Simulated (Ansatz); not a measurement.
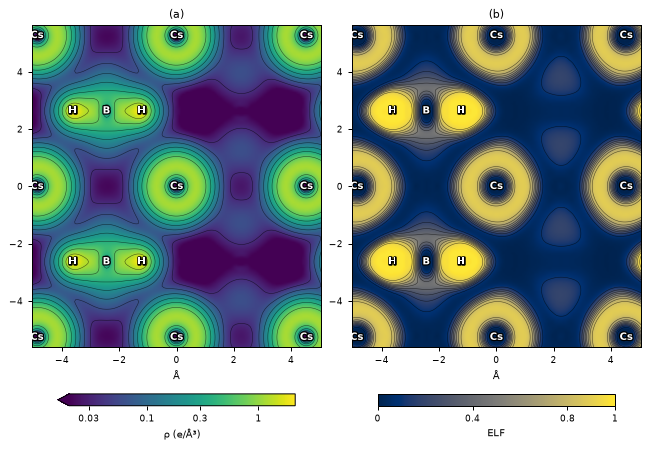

Figure. Cs$_{2}$BH$_{6}$. (a) valence electron density; (b) ELF on the (11̄0) plane of the conventional cell.

Space group P4/mmm; a structure generated by program, which may or may not match a known phase; computed without spin polarisation.

Theory: DFT PBE, scalar-relativistic, plane waves, PAW (Ansatz 0.2.0).

In a PAW calculation such maps are meaningful between the atoms, not at the nuclei.

Input file:

```
crystal:
  lattice:
    - [3.7581986121, 0.0, 0.0]
    - [0.0, 3.7581986121, 0.0]
    - [0.0, 0.0, 9.2940694023]
  atoms:
    - { symbol: Cs, position: [0.5, 0.5, 0.2543301038] }
    - { symbol: Cs, position: [0.5, 0.5, 0.7456698962] }
    - { symbol: B, position: [0.0, 0.0, 0.0] }
    - { symbol: H, position: [0.5, 0.0, 0.0] }
    - { symbol: H, position: [0.5, 0.0, 0.5] }
    - { symbol: H, position: [0.0, 0.5, 0.0] }
    - { symbol: H, position: [0.0, 0.5, 0.5] }
    - { symbol: H, position: [0.0, 0.0, 0.1302882999] }
    - { symbol: H, position: [0.0, 0.0, 0.8697117001] }
basis:
  ecutwfc: 420
kpoints:
  mp_grid: { grid: [10, 10, 4] }
hamiltonian:
  xc: pbe
scf:
  occupations: { method: gaussian, width: 0.1 }
output:
  forces: true
  stress: true
  eigenvalues: true
  write_density: true
  write_potential: true
  elf: true
  volumetric_format: npy
relax:
  adjacent_minimum: "off"
  f_tol: 0.01
  max_steps: 80
  cell: { stress_tol: 0.05 }
```

Run with:

```sh
ansatz run input.yaml --threads 1 --pin off --max-ram 2048MiB --backend cpu --events-out ev --progress --plain --runs-dir out
```

Below, planes, directions and counts refer to the conventional cell (a = 3.73 Å, b = 3.73 Å, c = 9.41 Å, α = 90.00°, β = 90.00°, γ = 90.00°).

The fields are those of the relaxed geometry.

### Interpret the plot.

The section cuts through Cs, B and H sites. B–H (1.20 Å): ρ at the midpoint is about 1.2 e/Å³; the ELF is about 0.95 at the midpoint (an ordinary covalent bond to hydrogen). Cs–H (2.91 Å): the density is about 0.15 e/Å³ at the midpoint; the ELF climbs to about 1 towards the hydrogen. Between the atoms the lowest density in this plane is 0.007 e/Å³. The features right at Cs lie inside the PAW spheres, where the map follows smoothed inner orbitals and isn't to be read closely.
